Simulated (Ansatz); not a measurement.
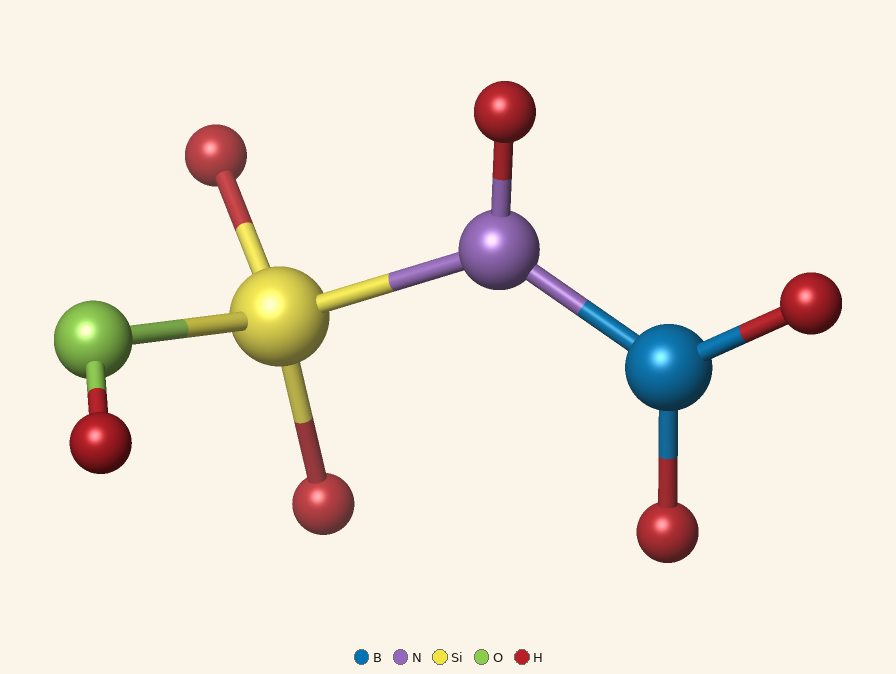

Rendered structure (ball-and-stick style).

The computed structure is the end point of a PBE0-D4/def2-TZVP optimisation.

Question: What is the molecular formula?

Answer: BH6NOSi, 10 atoms: 1 boron, 6 hydrogen, 1 nitrogen, 1 oxygen and 1 silicon.

Question: Count the bonded pairs by element.

Answer: 2 B–H, 2 Si–H, 1 B–N, 1 N–Si, 1 O–Si, 1 N–H, 1 O–H.

Question: Name functional groups in it.

Answer: Among them: Si–H bond, Si–O bond, Si–N bond, B–H bond.

More results for the same structure follow; atom numbers are the same in all pictures, views and colours differ.

## Shape

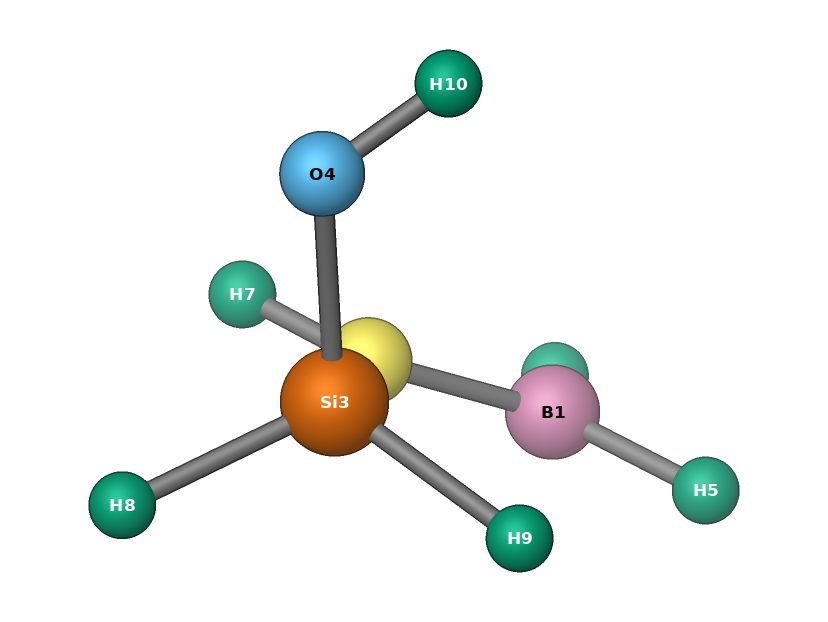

N2 lies behind Si3. The molecule seen nearly along the Si3–N2 bond, Si3 in front. Distant atoms are faded towards the background colour.

Question: What is the torsion angle O4–Si3–N2–B1? The sign is positive where the front bond must turn clockwise to cover the back bond.

Answer: 112°, anticlinal.

## Levels of theory compared

Program: Ansatz 0.2.0.

At this fixed geometry, give dipole (D) at these levels: B3LYP-D4/def2-TZVPP; PBE-D4/def2-TZVPP; PBE0-D4/def2-TZVP; r2SCAN-D4/def2-TZVPP; ωB97M-V/def2-TZVPP.

| level | dipole (D) |
| --- | --- |
| B3LYP-D4/def2-TZVPP | 0.83 |
| PBE-D4/def2-TZVPP | 0.93 |
| PBE0-D4/def2-TZVP | 0.86 |
| r2SCAN-D4/def2-TZVPP | 0.90 |
| ωB97M-V/def2-TZVPP | 0.86 |

## Vibrations

Harmonic vibrations computed with RKS PBE0-D4/def2-TZVP (Ansatz 0.2.0) at a stationary point of the same level.

Question: How many vibrational modes are there, and where do they lie?

Answer: 24 modes: 70, 213, 269, 304, 391, 622, 728, 755, 821, 853, 909, 931, 958, 974, 1020, 1170, 1277, 1406, 2250, 2262, 2569, 2650, 3586, 3920 cm⁻¹.

## Thermal motion

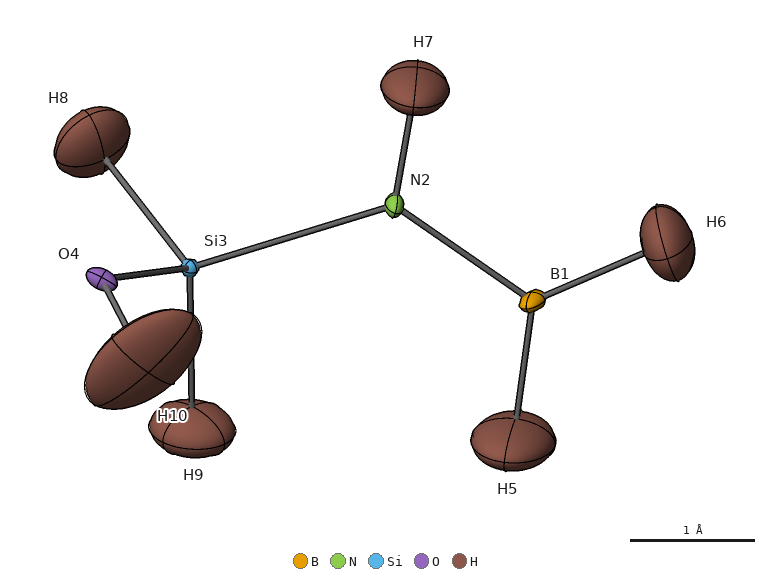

Displacement ellipsoids at the 50 % level, enlarged 1.5 times, from the internal vibrations of the free molecule (harmonic, no overall translation or rotation; no half-axis is drawn under 0.075 Å). Vibrations computed with RKS PBE0-D4/def2-TZVP (Ansatz 0.2.0). Temperature: 0 K (zero-point motion alone).

Question: Which atom has the largest mean-square displacement?

Answer: H10, with U_eq = 0.0306 Å².

Question: Does H10 move more along its bond or across it?

Answer: Across it: the root-mean-square amplitude is 0.079 Å along the bond and up to 0.244 Å across, since bending and torsion are softer than stretching.

Give the displacement parameters, one line for each set of equivalent atoms.

```tsv
atom	U_eq (Å²)	rms amplitudes (Å)
B1	0.0029	0.027, 0.045, 0.076
N2	0.0024	0.032, 0.040, 0.067
Si3	0.00069	0.021, 0.024, 0.033
O4	0.0019	0.028, 0.037, 0.059
H5	0.0287	0.082, 0.147, 0.241
H6	0.0210	0.090, 0.135, 0.191
H7	0.0217	0.077, 0.120, 0.212
H8	0.0177	0.090, 0.144, 0.156
H9	0.0180	0.088, 0.142, 0.162
H10	0.0306	0.076, 0.162, 0.244
```

## Charges

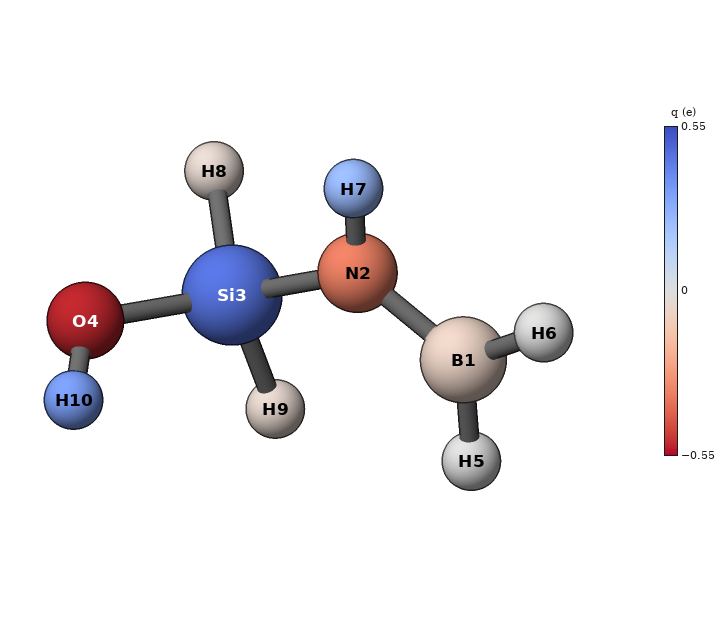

Atoms are coloured by their Mulliken charges. Method: RKS PBE0-D4/def2-TZVP (Ansatz 0.2.0).

List the Mulliken charges.

```json
{"atom": "B1", "value (e)": "−0.06"}
{"atom": "N2", "value (e)": "−0.34"}
{"atom": "Si3", "value (e)": "0.44"}
{"atom": "O4", "value (e)": "−0.52"}
{"atom": "H5", "value (e)": "0.00"}
{"atom": "H6", "value (e)": "0.00"}
{"atom": "H7", "value (e)": "0.23"}
{"atom": "H8", "value (e)": "−0.04"}
{"atom": "H9", "value (e)": "−0.04"}
{"atom": "H10", "value (e)": "0.32"}
```

Mulliken values depend strongly on the basis set and can even reverse the polarity of a bond.
